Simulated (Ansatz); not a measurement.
# AlNH (quartet): B3LYP, BHLYP over a scan of the distance Al1–N2, 6-31G, part 2 of 2

Ansatz 0.2.0, Gaussian basis; 6-31G, all electrons in the functionals.

## 12. B3LYP, 6.560 Å

in.yaml reads:

```yaml
crystal:
  periodic: [false, false, false]
  atoms:
    - {symbol: Al, position_ang: [0.000000, -0.034300, 4.493097]}
    - {symbol: N, position_ang: [0.000000, 0.490649, -2.045865]}
    - {symbol: H, position_ang: [0.000000, -0.456349, -2.447232]}
basis:
  gaussian: {orbitals: 6-31G}
magnetization: {spin_polarized: true, initial_magnetization: 3}
hamiltonian: {xc: {name: B3LYP}}
```

Command:

```bash
ansatz run in.yaml --threads 1 --pin off --events-out ev --progress --plain --max-ram 2560MiB --backend cpu
```

Standard output:

```text
Functional definition: B3LYP
  name "B3LYP"
  cite "Stephens, Devlin, Chabalowski & Frisch, J. Phys. Chem. 98, 11623 (1994) doi:10.1021/j100096a001"
  cite "Becke, Phys. Rev. A 38, 3098 (1988) doi:10.1103/PhysRevA.38.3098"
  cite "Lee, Yang & Parr, Phys. Rev. B 37, 785 (1988) doi:10.1103/PhysRevB.37.785"
  cite "Vosko, Wilk & Nusair, Can. J. Phys. 58, 1200 (1980) doi:10.1139/p80-159"
  parameter a0 = 0.2
  parameter ax = 0.72
  parameter ac = 0.81
  exchange = (1 - a0 - ax)*slater_x + ax*b88_x + a0*exact_x
  correlation = (1 - ac)*vwn_rpa_c + ac*lyp_c
302 factors; integrals over basis functions are off by at most 3.6e-4 eV
mean field evaluation 1: about -8096.6186 eV, gradient 1.2e1 eV
mean field evaluation 2: about -8096.7378 eV, gradient 1.1e1 eV
mean field evaluation 4: about -8097.3171 eV, gradient 2.3e-1 eV
mean field evaluation 8: about -8097.3428 eV, gradient 2.3e-2 eV
mean field evaluation 16: about -8097.3420 eV, gradient 7.4e-3 eV
mean field evaluation 32: about -8097.3529 eV, gradient 1.9e-5 eV
mean field evaluation 64: about -8097.3517 eV, gradient 4.9e-2 eV
mean field evaluation 96: about -8097.3528 eV, gradient 3.6e-3 eV
mean field -8097.35285521 eV, -297.5722288462 hartree, gradient 8.3e-6 eV, S^2 3.753997; 7 other end points of the search recorded, 0 dependent functions left out
reference -8097.35308264 eV, -297.5722372040 hartree; 12, 9 occupied and 12, 15 virtual orbitals, 302 factors
Total energy: -8097.35308264 eV, -297.5722372040 hartree
```

It took 3.7 s on 1 thread of AMD EPYC 7R13, shared host.

From the report: ⟨S²⟩ of the determinant 3.754 (pure quartet: 3.75).

From 1.909 Å: +10.6 kcal/mol.

## 13. BHLYP, 1.537 Å

in.yaml reads:

```yaml
crystal:
  periodic: [false, false, false]
  atoms:
    - {symbol: Al, position_ang: [0.000000, -0.021245, 0.557385]}
    - {symbol: N, position_ang: [0.000000, 0.101750, -0.974686]}
    - {symbol: H, position_ang: [0.000000, -0.845248, -1.376053]}
basis:
  gaussian: {orbitals: 6-31G}
magnetization: {spin_polarized: true, initial_magnetization: 3}
hamiltonian: {xc: {name: BHLYP}}
```

The command is unchanged.

Standard output:

```text
Functional definition: BHLYP
  name "BHLYP"
  cite "Becke, J. Chem. Phys. 98, 1372 (1993) doi:10.1063/1.464304"
  cite "Becke, Phys. Rev. A 38, 3098 (1988) doi:10.1103/PhysRevA.38.3098"
  cite "Lee, Yang & Parr, Phys. Rev. B 37, 785 (1988) doi:10.1103/PhysRevB.37.785"
  parameter a = 0.5
  exchange = (1 - a)*b88_x + a*exact_x
  correlation = lyp_c
305 factors; integrals over basis functions are off by at most 2.5e-4 eV
mean field evaluation 1: about -8091.7630 eV, gradient 2.2e1 eV
mean field evaluation 2: about -8091.0374 eV, gradient 2.4e1 eV
mean field evaluation 4: about -8094.0066 eV, gradient 3.5e-1 eV
mean field evaluation 8: about -8094.0130 eV, gradient 8.9e-3 eV
mean field evaluation 16: about -8094.0200 eV, gradient 1.7e-1 eV
mean field evaluation 32: about -8091.7630 eV, gradient 2.2e1 eV
mean field -8094.02308524 eV, -297.4498620568 hartree, gradient 5.5e-6 eV, S^2 3.753998; 6 other end points of the search recorded, 0 dependent functions left out
reference -8094.02320788 eV, -297.4498665638 hartree; 12, 9 occupied and 12, 15 virtual orbitals, 305 factors
Total energy: -8094.02320788 eV, -297.4498665638 hartree
```

It took 1.2 s on 1 thread of AMD EPYC 7R13, shared host.

From the report: ⟨S²⟩ of the determinant 3.754 (pure quartet: 3.75).

## 14. BHLYP, 1.688 Å

in.yaml reads:

```yaml
crystal:
  periodic: [false, false, false]
  atoms:
    - {symbol: Al, position_ang: [0.000000, -0.025565, 0.611198]}
    - {symbol: N, position_ang: [0.000000, 0.109513, -1.071389]}
    - {symbol: H, position_ang: [0.000000, -0.837485, -1.472756]}
basis:
  gaussian: {orbitals: 6-31G}
magnetization: {spin_polarized: true, initial_magnetization: 3}
hamiltonian: {xc: {name: BHLYP}}
```

Launched as before.

Standard output:

```text
Functional definition: BHLYP
  name "BHLYP"
  cite "Becke, J. Chem. Phys. 98, 1372 (1993) doi:10.1063/1.464304"
  cite "Becke, Phys. Rev. A 38, 3098 (1988) doi:10.1103/PhysRevA.38.3098"
  cite "Lee, Yang & Parr, Phys. Rev. B 37, 785 (1988) doi:10.1103/PhysRevB.37.785"
  parameter a = 0.5
  exchange = (1 - a)*b88_x + a*exact_x
  correlation = lyp_c
303 factors; integrals over basis functions are off by at most 2.6e-4 eV
mean field evaluation 1: about -8093.7670 eV, gradient 1.9e1 eV
mean field evaluation 2: about -8092.9978 eV, gradient 2.2e1 eV
mean field evaluation 4: about -8095.6360 eV, gradient 3.1e-1 eV
mean field evaluation 8: about -8095.6396 eV, gradient 7.4e-2 eV
mean field evaluation 16: about -8095.6398 eV, gradient 1.5e-5 eV
mean field -8095.63976787 eV, -297.5092740474 hartree, gradient 7.5e-6 eV, S^2 3.756061; 2 other end points of the search recorded, 0 dependent functions left out
reference -8095.63988954 eV, -297.5092785189 hartree; 12, 9 occupied and 12, 15 virtual orbitals, 303 factors
Total energy: -8095.63988954 eV, -297.5092785189 hartree
```

It took 0.79 s on 1 thread of AMD EPYC 7R13, shared host.

From the report: ⟨S²⟩ of the determinant 3.756 (pure quartet: 3.75).

## 15. BHLYP, 1.909 Å

in.yaml reads:

```yaml
crystal:
  periodic: [false, false, false]
  atoms:
    - {symbol: Al, position_ang: [0.000000, -0.031887, 0.689947]}
    - {symbol: N, position_ang: [0.000000, 0.120874, -1.212902]}
    - {symbol: H, position_ang: [0.000000, -0.826124, -1.614269]}
basis:
  gaussian: {orbitals: 6-31G}
magnetization: {spin_polarized: true, initial_magnetization: 3}
hamiltonian: {xc: {name: BHLYP}}
```

The command is unchanged.

Standard output:

```text
Functional definition: BHLYP
  name "BHLYP"
  cite "Becke, J. Chem. Phys. 98, 1372 (1993) doi:10.1063/1.464304"
  cite "Becke, Phys. Rev. A 38, 3098 (1988) doi:10.1103/PhysRevA.38.3098"
  cite "Lee, Yang & Parr, Phys. Rev. B 37, 785 (1988) doi:10.1103/PhysRevB.37.785"
  parameter a = 0.5
  exchange = (1 - a)*b88_x + a*exact_x
  correlation = lyp_c
302 factors; integrals over basis functions are off by at most 2.8e-4 eV
mean field evaluation 1: about -8094.8979 eV, gradient 1.7e1 eV
mean field evaluation 2: about -8094.1173 eV, gradient 2.1e1 eV
mean field evaluation 4: about -8096.4680 eV, gradient 2.2e-1 eV
mean field evaluation 8: about -8096.4666 eV, gradient 1.7e-2 eV
mean field evaluation 16: about -8096.4666 eV, gradient 3.2e-5 eV
mean field -8096.46656739 eV, -297.5396583693 hartree, gradient 2.9e-6 eV, S^2 3.763578; 2 other end points of the search recorded, 0 dependent functions left out
reference -8096.46668793 eV, -297.5396627993 hartree; 12, 9 occupied and 12, 15 virtual orbitals, 302 factors
Total energy: -8096.46668793 eV, -297.5396627993 hartree
```

Run time: 0.91 s. Hardware: 1 thread of AMD EPYC 7R13, shared host.

From the report: ⟨S²⟩ of the determinant 3.764 (pure quartet: 3.75).

## 16. BHLYP, 2.060 Å

in.yaml reads:

```yaml
crystal:
  periodic: [false, false, false]
  atoms:
    - {symbol: Al, position_ang: [0.000000, -0.036208, 0.743771]}
    - {symbol: N, position_ang: [0.000000, 0.128639, -1.309623]}
    - {symbol: H, position_ang: [0.000000, -0.818359, -1.710990]}
basis:
  gaussian: {orbitals: 6-31G}
magnetization: {spin_polarized: true, initial_magnetization: 3}
hamiltonian: {xc: {name: BHLYP}}
```

The command is unchanged.

Standard output:

```text
Functional definition: BHLYP
  name "BHLYP"
  cite "Becke, J. Chem. Phys. 98, 1372 (1993) doi:10.1063/1.464304"
  cite "Becke, Phys. Rev. A 38, 3098 (1988) doi:10.1103/PhysRevA.38.3098"
  cite "Lee, Yang & Parr, Phys. Rev. B 37, 785 (1988) doi:10.1103/PhysRevB.37.785"
  parameter a = 0.5
  exchange = (1 - a)*b88_x + a*exact_x
  correlation = lyp_c
302 factors; integrals over basis functions are off by at most 2.9e-4 eV
mean field evaluation 1: about -8095.1222 eV, gradient 1.6e1 eV
mean field evaluation 2: about -8094.4793 eV, gradient 2.0e1 eV
mean field evaluation 4: about -8096.5728 eV, gradient 3.1e-1 eV
mean field evaluation 8: about -8096.5724 eV, gradient 2.0e-2 eV
mean field evaluation 16: about -8096.5724 eV, gradient 4.8e-5 eV
mean field -8096.57240391 eV, -297.5435477898 hartree, gradient 5.7e-6 eV, S^2 3.770647; 1 other end points of the search recorded, 0 dependent functions left out
reference -8096.57252534 eV, -297.5435522523 hartree; 12, 9 occupied and 12, 15 virtual orbitals, 302 factors
Total energy: -8096.57252534 eV, -297.5435522523 hartree
```

Wall time 0.72 s (1 thread of AMD EPYC 7R13, shared host).

From the report: ⟨S²⟩ of the determinant 3.771 (pure quartet: 3.75).

From 1.909 Å: -2.4 kcal/mol.

## 17. BHLYP, 2.324 Å

in.yaml reads:

```yaml
crystal:
  periodic: [false, false, false]
  atoms:
    - {symbol: Al, position_ang: [0.000000, -0.043761, 0.837854]}
    - {symbol: N, position_ang: [0.000000, 0.142212, -1.478693]}
    - {symbol: H, position_ang: [0.000000, -0.804786, -1.880060]}
basis:
  gaussian: {orbitals: 6-31G}
magnetization: {spin_polarized: true, initial_magnetization: 3}
hamiltonian: {xc: {name: BHLYP}}
```

Launched as before.

Standard output:

```text
Functional definition: BHLYP
  name "BHLYP"
  cite "Becke, J. Chem. Phys. 98, 1372 (1993) doi:10.1063/1.464304"
  cite "Becke, Phys. Rev. A 38, 3098 (1988) doi:10.1103/PhysRevA.38.3098"
  cite "Lee, Yang & Parr, Phys. Rev. B 37, 785 (1988) doi:10.1103/PhysRevB.37.785"
  parameter a = 0.5
  exchange = (1 - a)*b88_x + a*exact_x
  correlation = lyp_c
302 factors; integrals over basis functions are off by at most 3.1e-4 eV
mean field evaluation 1: about -8095.2138 eV, gradient 1.4e1 eV
mean field evaluation 2: about -8095.0518 eV, gradient 1.6e1 eV
mean field evaluation 4: about -8096.5036 eV, gradient 4.0e-1 eV
mean field evaluation 8: about -8096.5272 eV, gradient 6.6e-2 eV
mean field evaluation 16: about -8096.5275 eV, gradient 1.4e-4 eV
mean field -8096.52745905 eV, -297.5418960967 hartree, gradient 3.3e-6 eV, S^2 3.773076; 1 other end points of the search recorded, 0 dependent functions left out
reference -8096.52757888 eV, -297.5419005004 hartree; 12, 9 occupied and 12, 15 virtual orbitals, 302 factors
Total energy: -8096.52757888 eV, -297.5419005004 hartree
```

It took 0.94 s on 1 thread of AMD EPYC 7R13, shared host.

From the report: ⟨S²⟩ of the determinant 3.773 (pure quartet: 3.75).

From 1.909 Å: -1.4 kcal/mol.

## 18. BHLYP, 2.611 Å

in.yaml reads:

```yaml
crystal:
  periodic: [false, false, false]
  atoms:
    - {symbol: Al, position_ang: [0.000000, -0.051972, 0.940134]}
    - {symbol: N, position_ang: [0.000000, 0.156967, -1.662492]}
    - {symbol: H, position_ang: [0.000000, -0.790031, -2.063859]}
basis:
  gaussian: {orbitals: 6-31G}
magnetization: {spin_polarized: true, initial_magnetization: 3}
hamiltonian: {xc: {name: BHLYP}}
```

Launched as before.

Standard output:

```text
Functional definition: BHLYP
  name "BHLYP"
  cite "Becke, J. Chem. Phys. 98, 1372 (1993) doi:10.1063/1.464304"
  cite "Becke, Phys. Rev. A 38, 3098 (1988) doi:10.1103/PhysRevA.38.3098"
  cite "Lee, Yang & Parr, Phys. Rev. B 37, 785 (1988) doi:10.1103/PhysRevB.37.785"
  parameter a = 0.5
  exchange = (1 - a)*b88_x + a*exact_x
  correlation = lyp_c
302 factors; integrals over basis functions are off by at most 3.2e-4 eV
mean field evaluation 1: about -8095.3629 eV, gradient 1.2e1 eV
mean field evaluation 2: about -8095.6510 eV, gradient 1.2e1 eV
mean field evaluation 4: about -8096.4366 eV, gradient 2.7e-1 eV
mean field evaluation 8: about -8096.4561 eV, gradient 6.1e-2 eV
mean field evaluation 16: about -8096.4566 eV, gradient 1.1e-3 eV
mean field evaluation 32: about -8095.8809 eV, gradient 2.1e0 eV
mean field -8096.45663420 eV, -297.5392933314 hartree, gradient 6.7e-6 eV, S^2 3.764883; 3 other end points of the search recorded, 0 dependent functions left out
reference -8096.45675500 eV, -297.5392977708 hartree; 12, 9 occupied and 12, 15 virtual orbitals, 302 factors
Total energy: -8096.45675500 eV, -297.5392977708 hartree
```

Wall time 0.97 s (1 thread of AMD EPYC 7R13, shared host).

From the report: ⟨S²⟩ of the determinant 3.765 (pure quartet: 3.75).

From 1.909 Å: +0.2 kcal/mol.

## 19. BHLYP, 3.046 Å

in.yaml reads:

```yaml
crystal:
  periodic: [false, false, false]
  atoms:
    - {symbol: Al, position_ang: [0.000000, 0.153167, 2.157943]}
    - {symbol: N, position_ang: [0.000000, 0.396916, -0.878288]}
    - {symbol: H, position_ang: [0.000000, -0.550082, -1.279655]}
basis:
  gaussian: {orbitals: 6-31G}
magnetization: {spin_polarized: true, initial_magnetization: 3}
hamiltonian: {xc: {name: BHLYP}}
```

Same command.

Standard output:

```text
Functional definition: BHLYP
  name "BHLYP"
  cite "Becke, J. Chem. Phys. 98, 1372 (1993) doi:10.1063/1.464304"
  cite "Becke, Phys. Rev. A 38, 3098 (1988) doi:10.1103/PhysRevA.38.3098"
  cite "Lee, Yang & Parr, Phys. Rev. B 37, 785 (1988) doi:10.1103/PhysRevB.37.785"
  parameter a = 0.5
  exchange = (1 - a)*b88_x + a*exact_x
  correlation = lyp_c
302 factors; integrals over basis functions are off by at most 3.4e-4 eV
mean field evaluation 1: about -8095.6772 eV, gradient 1.0e1 eV
mean field evaluation 2: about -8096.0941 eV, gradient 7.3e0 eV
mean field evaluation 4: about -8096.3673 eV, gradient 6.2e-1 eV
mean field evaluation 8: about -8096.3911 eV, gradient 9.8e-2 eV
mean field evaluation 16: about -8096.3941 eV, gradient 1.6e-3 eV
mean field evaluation 32: about -8096.3919 eV, gradient 1.3e-1 eV
mean field -8096.39410830 eV, -297.5369955469 hartree, gradient 5.6e-6 eV, S^2 3.757660; 3 other end points of the search recorded, 0 dependent functions left out
reference -8096.39423254 eV, -297.5370001126 hartree; 12, 9 occupied and 12, 15 virtual orbitals, 302 factors
Total energy: -8096.39423254 eV, -297.5370001126 hartree
```

It took 1 s on 1 thread of AMD EPYC 7R13, shared host.

From the report: ⟨S²⟩ of the determinant 3.758 (pure quartet: 3.75).

From 1.909 Å: +1.7 kcal/mol.

## 20. BHLYP, 3.500 Å

in.yaml reads:

```yaml
crystal:
  periodic: [false, false, false]
  atoms:
    - {symbol: Al, position_ang: [0.000000, 0.128946, 2.459639]}
    - {symbol: N, position_ang: [0.000000, 0.409026, -1.029136]}
    - {symbol: H, position_ang: [0.000000, -0.537972, -1.430503]}
basis:
  gaussian: {orbitals: 6-31G}
magnetization: {spin_polarized: true, initial_magnetization: 3}
hamiltonian: {xc: {name: BHLYP}}
```

Launched as before.

Standard output:

```text
Functional definition: BHLYP
  name "BHLYP"
  cite "Becke, J. Chem. Phys. 98, 1372 (1993) doi:10.1063/1.464304"
  cite "Becke, Phys. Rev. A 38, 3098 (1988) doi:10.1103/PhysRevA.38.3098"
  cite "Lee, Yang & Parr, Phys. Rev. B 37, 785 (1988) doi:10.1103/PhysRevB.37.785"
  parameter a = 0.5
  exchange = (1 - a)*b88_x + a*exact_x
  correlation = lyp_c
302 factors; integrals over basis functions are off by at most 3.5e-4 eV
mean field evaluation 1: about -8095.8669 eV, gradient 8.8e0 eV
mean field evaluation 2: about -8096.1945 eV, gradient 5.3e0 eV
mean field evaluation 4: about -8096.3350 eV, gradient 5.0e-1 eV
mean field evaluation 8: about -8096.3490 eV, gradient 8.2e-2 eV
mean field evaluation 16: about -8096.3542 eV, gradient 3.1e-3 eV
mean field evaluation 32: about -8096.3573 eV, gradient 1.2e-1 eV
mean field -8096.35421018 eV, -297.5355293182 hartree, gradient 4.5e-6 eV, S^2 3.755924; 3 other end points of the search recorded, 0 dependent functions left out
reference -8096.35433657 eV, -297.5355339629 hartree; 12, 9 occupied and 12, 15 virtual orbitals, 302 factors
Total energy: -8096.35433657 eV, -297.5355339629 hartree
```

Wall time 1.1 s (1 thread of AMD EPYC 7R13, shared host).

From the report: ⟨S²⟩ of the determinant 3.756 (pure quartet: 3.75).

From 1.909 Å: +2.6 kcal/mol.

## 21. BHLYP, 4.280 Å

in.yaml reads:

```yaml
crystal:
  periodic: [false, false, false]
  atoms:
    - {symbol: Al, position_ang: [0.000000, 0.087335, 2.977972]}
    - {symbol: N, position_ang: [0.000000, 0.429832, -1.288302]}
    - {symbol: H, position_ang: [0.000000, -0.517166, -1.689669]}
basis:
  gaussian: {orbitals: 6-31G}
magnetization: {spin_polarized: true, initial_magnetization: 3}
hamiltonian: {xc: {name: BHLYP}}
```

The command is unchanged.

Standard output:

```text
Functional definition: BHLYP
  name "BHLYP"
  cite "Becke, J. Chem. Phys. 98, 1372 (1993) doi:10.1063/1.464304"
  cite "Becke, Phys. Rev. A 38, 3098 (1988) doi:10.1103/PhysRevA.38.3098"
  cite "Lee, Yang & Parr, Phys. Rev. B 37, 785 (1988) doi:10.1103/PhysRevB.37.785"
  parameter a = 0.5
  exchange = (1 - a)*b88_x + a*exact_x
  correlation = lyp_c
302 factors; integrals over basis functions are off by at most 3.6e-4 eV
mean field evaluation 1: about -8095.9308 eV, gradient 8.3e0 eV
mean field evaluation 2: about -8096.1951 eV, gradient 4.6e0 eV
mean field evaluation 4: about -8096.2974 eV, gradient 4.6e-1 eV
mean field evaluation 8: about -8096.3074 eV, gradient 4.9e-2 eV
mean field evaluation 16: about -8096.3133 eV, gradient 5.3e-2 eV
mean field evaluation 32: about -8096.3174 eV, gradient 2.5e-1 eV
mean field -8096.31364117 eV, -297.5340384347 hartree, gradient 9.1e-6 eV, S^2 3.755418; 3 other end points of the search recorded, 0 dependent functions left out
reference -8096.31377540 eV, -297.5340433673 hartree; 12, 9 occupied and 12, 15 virtual orbitals, 302 factors
Total energy: -8096.31377540 eV, -297.5340433673 hartree
```

Wall time 1.3 s (1 thread of AMD EPYC 7R13, shared host).

From the report: ⟨S²⟩ of the determinant 3.755 (pure quartet: 3.75).

From 1.909 Å: +3.5 kcal/mol.

## 22. BHLYP, 5.166 Å

in.yaml reads:

```yaml
crystal:
  periodic: [false, false, false]
  atoms:
    - {symbol: Al, position_ang: [0.000000, 0.040068, 3.566744]}
    - {symbol: N, position_ang: [0.000000, 0.453465, -1.582689]}
    - {symbol: H, position_ang: [0.000000, -0.493533, -1.984056]}
basis:
  gaussian: {orbitals: 6-31G}
magnetization: {spin_polarized: true, initial_magnetization: 3}
hamiltonian: {xc: {name: BHLYP}}
```

The command is unchanged.

Standard output:

```text
Functional definition: BHLYP
  name "BHLYP"
  cite "Becke, J. Chem. Phys. 98, 1372 (1993) doi:10.1063/1.464304"
  cite "Becke, Phys. Rev. A 38, 3098 (1988) doi:10.1103/PhysRevA.38.3098"
  cite "Lee, Yang & Parr, Phys. Rev. B 37, 785 (1988) doi:10.1103/PhysRevB.37.785"
  parameter a = 0.5
  exchange = (1 - a)*b88_x + a*exact_x
  correlation = lyp_c
302 factors; integrals over basis functions are off by at most 3.6e-4 eV
mean field evaluation 1: about -8095.9189 eV, gradient 8.3e0 eV
mean field evaluation 2: about -8096.1772 eV, gradient 4.6e0 eV
mean field evaluation 4: about -8096.2761 eV, gradient 4.5e-1 eV
mean field evaluation 8: about -8096.2847 eV, gradient 2.9e-2 eV
mean field evaluation 16: about -8096.2905 eV, gradient 8.6e-3 eV
mean field evaluation 32: about -8096.2949 eV, gradient 1.2e-1 eV
mean field -8096.29048183 eV, -297.5331873445 hartree, gradient 4.0e-6 eV, S^2 3.755290; 3 other end points of the search recorded, 0 dependent functions left out
reference -8096.29061888 eV, -297.5331923811 hartree; 12, 9 occupied and 12, 15 virtual orbitals, 302 factors
Total energy: -8096.29061888 eV, -297.5331923811 hartree
```

Wall time 1.6 s (1 thread of AMD EPYC 7R13, shared host).

From the report: ⟨S²⟩ of the determinant 3.755 (pure quartet: 3.75).

From 1.909 Å: +4.1 kcal/mol.

## 23. BHLYP, 6.560 Å

in.yaml reads:

```yaml
crystal:
  periodic: [false, false, false]
  atoms:
    - {symbol: Al, position_ang: [0.000000, -0.034300, 4.493097]}
    - {symbol: N, position_ang: [0.000000, 0.490649, -2.045865]}
    - {symbol: H, position_ang: [0.000000, -0.456349, -2.447232]}
basis:
  gaussian: {orbitals: 6-31G}
magnetization: {spin_polarized: true, initial_magnetization: 3}
hamiltonian: {xc: {name: BHLYP}}
```

The command is unchanged.

Standard output:

```text
Functional definition: BHLYP
  name "BHLYP"
  cite "Becke, J. Chem. Phys. 98, 1372 (1993) doi:10.1063/1.464304"
  cite "Becke, Phys. Rev. A 38, 3098 (1988) doi:10.1103/PhysRevA.38.3098"
  cite "Lee, Yang & Parr, Phys. Rev. B 37, 785 (1988) doi:10.1103/PhysRevB.37.785"
  parameter a = 0.5
  exchange = (1 - a)*b88_x + a*exact_x
  correlation = lyp_c
302 factors; integrals over basis functions are off by at most 3.6e-4 eV
mean field evaluation 1: about -8095.9069 eV, gradient 8.4e0 eV
mean field evaluation 2: about -8096.1669 eV, gradient 4.6e0 eV
mean field evaluation 4: about -8096.2658 eV, gradient 4.4e-1 eV
mean field evaluation 8: about -8096.2735 eV, gradient 2.5e-2 eV
mean field evaluation 16: about -8096.2780 eV, gradient 6.8e-2 eV
mean field evaluation 32: about -8096.2771 eV, gradient 6.2e-2 eV
mean field -8096.27833270 eV, -297.5327408720 hartree, gradient 5.1e-6 eV, S^2 3.755260; 3 other end points of the search recorded, 0 dependent functions left out
reference -8096.27848649 eV, -297.5327465239 hartree; 12, 9 occupied and 12, 15 virtual orbitals, 302 factors
Total energy: -8096.27848649 eV, -297.5327465239 hartree
```

It took 1.7 s on 1 thread of AMD EPYC 7R13, shared host.

From the report: ⟨S²⟩ of the determinant 3.755 (pure quartet: 3.75).

From 1.909 Å: +4.3 kcal/mol.

## 24. Against the wave-function levels

The yardstick is full CI for this spin, exact in this basis with these frozen cores. It comes from earlier runs at the same points. Energies in kcal/mol, counted from 1.909 Å; blanks weren't run or aren't comparable.

```csv
level,1.537 Å,1.688 Å,1.909 Å,2.060 Å,2.324 Å,2.611 Å,3.046 Å,3.500 Å,4.280 Å,5.166 Å,6.560 Å
FCI,57.4,21.2,0.0,-2.9,-1.8,-0.3,0.4,0.9,1.7,2.3,2.6
B3LYP,58.0,20.0,0.0,-2.5,0.0,3.8,7.0,8.5,9.7,10.3,10.6
BHLYP,56.3,19.1,0.0,-2.4,-1.4,0.2,1.7,2.6,3.5,4.1,4.3
```

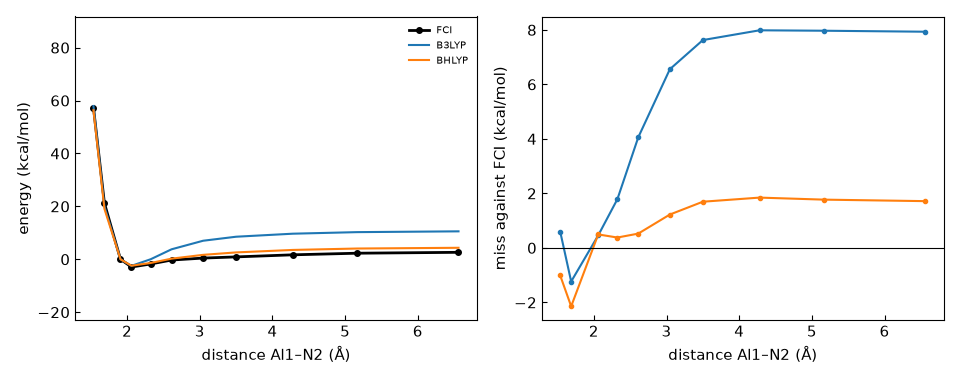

Left: the curves (the axis may cut off levels that run far away). Right: misses against FCI, in the same colours.

Largest miss and mean time a point (FCI took 6.9 s a point; shared hosts):

```csv
level,largest miss (kcal/mol),where,time a point
B3LYP,+8.0,4.280 Å,2.3 s
BHLYP,-2.1,1.688 Å,1.1 s
```

## 25. Summary of results

The summary covers parts 1 to 2.

```
             quantity                    value
span of the FCI curve            60.3 kcal/mol
  largest miss, B3LYP  +8.0 kcal/mol (4.280 Å)
  largest miss, BHLYP  -2.1 kcal/mol (1.688 Å)
```

In words: Of the functionals, BHLYP keep the smallest largest miss at the points compared (at most 2.1 kcal/mol) and B3LYP strays most (8.0 kcal/mol, at 4.280 Å). Functionals and the yardstick converge differently with the basis, so part of each miss in 6-31G is the basis.
